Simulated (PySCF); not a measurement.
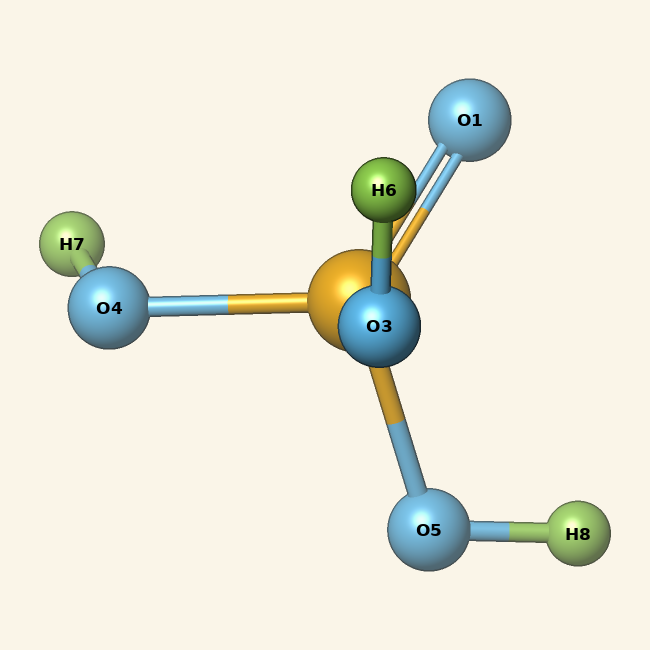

P2 lies behind O3. The molecule seen nearly along the O3–P2 bond, O3 in front. Depth is shown by fading: the farther an atom, the more it takes the colour of the background. The geometry was computed by an optimisation with PBE0-D3(BJ)/def2-SVP. No frequency run is at hand to confirm it as a minimum.

Question: What is the torsion angle H6–O3–P2–O4? The sign is positive where the front bond must turn clockwise to cover the back bond.

Answer: −92°, about perpendicular.
